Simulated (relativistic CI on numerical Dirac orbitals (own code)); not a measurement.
# Ta LX (Ta⁵⁹⁺): levels and lines

Aim: the low levels of Ta⁵⁹⁺, their labels and the strongest lines; further runs change one setting each.

Program: relativistic CI on numerical Dirac orbitals (own code) version 2. Level of theory: Dirac-Coulomb-Breit CI, KLI orbitals optimised for each configuration, model QED (radiative potential, 1s self-energy scaled to tabulated hydrogen-like ionisation energies). These are calculated values, not measurements, unless marked.

### Step 1. The system

- ion: Ta⁵⁹⁺ (Ta LX)
- nuclear charge: 73
- electrons: 14
- isotope: A = 181
- first configuration typed: [Ne] 3s2 3p2

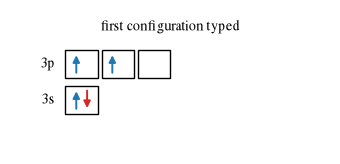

Occupation of the outer shells (arrows by Hund's rule).

### Step 2. CI with the chosen configurations

Settings, as recorded:

```ini
atom Ta  Z=73  charge=59  electrons=14
nucleus A=181  rms_radius_fm=5.3507
hamiltonian dirac-coulomb  breit=on  qed=on  c_scale=1
orbitals kli  potential=per-configuration
slater_scale 1
correlation none
mixing on
configurations
  [Ne] 3s2 3p2
  [Ne] 3s2 3p 3d
  [Ne] 3s 3p3
  [Ne] 3s2 3d2
  [Ne] 3p4
  [Ne] 3s 3p2 3d
  [Ne] 3p2 3d2
  [Ne] 3s 3p 3d2
  [Ne] 3p3 3d
  [Ne] 3s2 3d 4s
  [Ne] 3s2 3d 4p
  [Ne] 3s 3p 3d 4s
  [Ne] 3p3 4s
  [Ne] 3s2 3p 4s
  [Ne] 3s 3p 3d 4p
  [Ne] 3p3 4p
  [Ne] 3s2 3p 4p
  [Ne] 3p2 3d 4s
  [Ne] 3s2 3p 4d
  [Ne] 3p2 3d 4p
  [Ne] 3s 3p2 4s
  [Ne] 3s2 3p 4f
  [Ne] 3s 3p2 4p
  [Ne] 3s 3p2 4d
  [Ne] 3s 3p2 4f
  [Ne] 3s2 4s2
  [Ne] 3s2 3p 5s
  [Ne] 3s2 3p 5p
  [Ne] 3s2 4s 4p
  [Ne] 3s2 3p 5d
  [Ne] 3s2 3p 5f
  [Ne] 3s2 3p 5g
  [Ne] 3s2 4p2
  [Ne] 3s 3p 4s2
  [Ne] 3s 3p2 5s
  [Ne] 3s 3p 4s 4p
end
```

### Step 3. Slater integrals scaled by 0.9

The settings differ from step 2 so:

```diff
@@ -4,3 +4,3 @@
 orbitals kli  potential=per-configuration
-slater_scale 1
+slater_scale 0.9
 correlation none
```

### Step 4. The first configuration alone

Settings, as recorded:

```ini
atom Ta  Z=73  charge=59  electrons=14
nucleus A=181  rms_radius_fm=5.3507
hamiltonian dirac-coulomb  breit=on  qed=on  c_scale=1
orbitals kli  potential=per-configuration
slater_scale 1
correlation none
mixing on
configurations
  [Ne] 3s2 3p2
end
```

### Step 5. One common potential

Settings, as recorded:

```ini
atom Ta  Z=73  charge=59  electrons=14
nucleus A=181  rms_radius_fm=5.3507
hamiltonian dirac-coulomb  breit=on  qed=on  c_scale=1
orbitals kli  potential=mean
slater_scale 1
correlation none
mixing on
configurations
  [Ne] 3s2 3p2
  [Ne] 3s2 3p 3d
  [Ne] 3s 3p3
  [Ne] 3s2 3d2
  [Ne] 3p4
  [Ne] 3s 3p2 3d
  [Ne] 3p2 3d2
  [Ne] 3s 3p 3d2
  [Ne] 3p3 3d
  [Ne] 3s2 3d 4s
  [Ne] 3s2 3d 4p
  [Ne] 3s 3p 3d 4s
  [Ne] 3p3 4s
  [Ne] 3s2 3p 4s
  [Ne] 3s 3p 3d 4p
  [Ne] 3p3 4p
  [Ne] 3s2 3p 4p
  [Ne] 3p2 3d 4s
  [Ne] 3s2 3p 4d
  [Ne] 3p2 3d 4p
  [Ne] 3s 3p2 4s
  [Ne] 3s2 3p 4f
  [Ne] 3s 3p2 4p
  [Ne] 3s 3p2 4d
  [Ne] 3s 3p2 4f
  [Ne] 3s2 4s2
  [Ne] 3s2 3p 5s
  [Ne] 3s2 3p 5p
  [Ne] 3s2 4s 4p
  [Ne] 3s2 3p 5d
  [Ne] 3s2 3p 5f
  [Ne] 3s2 3p 5g
  [Ne] 3s2 4p2
  [Ne] 3s 3p 4s2
  [Ne] 3s 3p2 5s
  [Ne] 3s 3p 4s 4p
end
```

(Steps that only read results are left out.)

Q: Predict the outcome of this session. Wanted: lowest level; first excitation; lowest level of the other parity; fastest E1 line; ionisation energy.

**Answer**, as computed:

| run | time | mean size of shift, levels followed (cm⁻¹) | lowest level | ionisation energy (eV) |
| --- | --- | --- | --- | --- |
| main run | 2.6 s | 0 | 3p2 [3p1/2^2] J=0 | 6363.9 |
| Slater integrals scaled by 0.9 | 2.6 s | 9561 | 3p2 [3p1/2^2] J=0 | 6364.4 |
| the first configuration alone | 0.043 s | 15313 | 3p2 [3p1/2^2] J=0 | - |
| one common potential | 2.1 s | 636 | 3p2 [3p1/2^2] J=0 | - |

The tabulated theoretical ionisation energy (NIST) is 6364 eV.

| quantity | value |
| --- | --- |
| lowest level | 3p2 [3p1/2^2] J=0 |
| first excitation | 3p2 3P1, 325.42 eV |
| lowest level of the other parity | 3s 3p3 [3s 3p3/2] J=2°, 490.46 eV |
| levels in the model | 1108 |
| fastest E1 line (by rate) to the lowest level among the lowest 400 of 1108 levels | 0.3921 nm, from 3p 4d [3p1/2 4d3/2] J=1° |
| ionisation energy | 6363.9 eV |
| ionisation energy, tabulated theoretical (NIST) | 6364 eV |

**Reading.** 3p2 [3p1/2^2] J=0 comes out lowest; its LS label holds 69 % and its jj label 100 %; over the low levels the means are 54 and 96 %, so jj coupling describes them better. The ionisation energy agrees with the tabulated theoretical value within its uncertainty of 7 eV. Of the changes tried, the run «the first configuration alone» moves the low levels most, by 15313 cm⁻¹ on average. Lifetimes count radiative decay inside the model alone.
